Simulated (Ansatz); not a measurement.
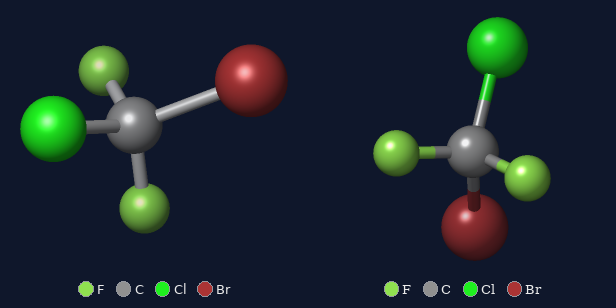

The same structure drawn twice, from different directions.

The computed structure is the end point of a PBE0-D4/def2-TZVP optimisation.

Count the atoms of each element.

CBrClF₂, 5 atoms: 1 carbon, 1 bromine, 1 chlorine and 2 fluorine.

How many atoms are distinct by symmetry?

4: 2 F, 1 C, 1 Cl, 1 Br.

Count the bonded pairs by element.

2 C–F, 1 C–Cl, 1 C–Br.

Name some functional groups or characteristic bonds that it holds.

Among them: C–F bond, C–Cl bond, C–Br bond.

More results for the same structure follow; atom numbers are the same in all pictures, views and colours differ.

## Shape

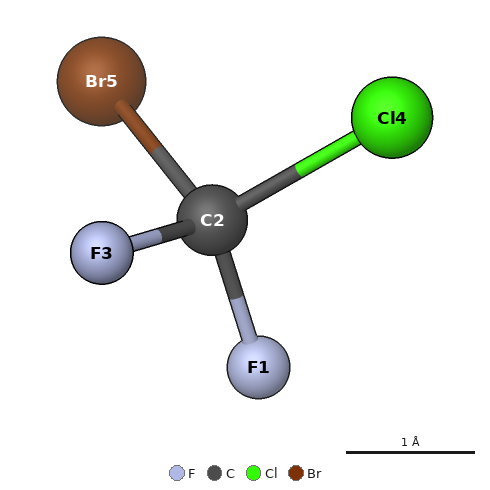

The atoms are numbered.

Which atoms are bonded, and how long are the bonds?

```json
{"bond": "F1–C2", "length (Å)": "1.325", "order": "single"}
{"bond": "C2–F3", "length (Å)": "1.325", "order": "single"}
{"bond": "C2–Cl4", "length (Å)": "1.755", "order": "single"}
{"bond": "C2–Br5", "length (Å)": "1.936", "order": "single"}
```

## Charges

The questions are on Mulliken charges. Level of theory: RKS PBE0-D4/def2-TZVP (Ansatz 0.2.0).

List the Mulliken charges.

```json
{"atom": "F1", "value (e)": "−0.11"}
{"atom": "C2", "value (e)": "0.29"}
{"atom": "F3", "value (e)": "−0.11"}
{"atom": "Cl4", "value (e)": "−0.04"}
{"atom": "Br5", "value (e)": "−0.04"}
```

## Levels of theory compared

Program: Ansatz 0.2.0.

Tabulate HOMO–LUMO gap (eV), dipole (D) at these levels: B3LYP-D4/def2-TZVPP; PBE-D4/def2-TZVPP; r2SCAN-D4/def2-TZVPP; ωB97M-V/def2-TZVPP.

```csv
level,HOMO–LUMO gap (eV),dipole (D)
B3LYP-D4/def2-TZVPP,6.97,0.45
PBE-D4/def2-TZVPP,5.15,0.30
r2SCAN-D4/def2-TZVPP,5.63,0.30
ωB97M-V/def2-TZVPP,11.99,0.46
```

## Vibrations

Harmonic vibrations computed with RKS PBE0-D4/def2-TZVP (Ansatz 0.2.0) at a stationary point of the same level.

How many vibrational modes are there, and where do they lie?

9 modes: 214, 295, 339, 413, 446, 658, 869, 1123, 1191 cm⁻¹.

Mulliken values depend strongly on the basis set and can even reverse the polarity of a bond.
